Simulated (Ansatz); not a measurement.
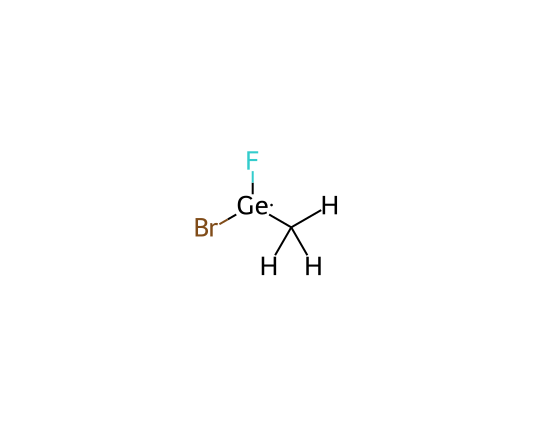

(Drawn from a calculation with Ansatz.)

State: neutral, doublet.

Q: Transcribe the drawing into SMILES.

A: [CH3][Ge]([F])[Br]

Q: What is the molecular formula?

A: CH3BrFGe.

Q: An optimisation with PBE0-D4/def2-TZVP gave a structure of which point group?

A: C1.
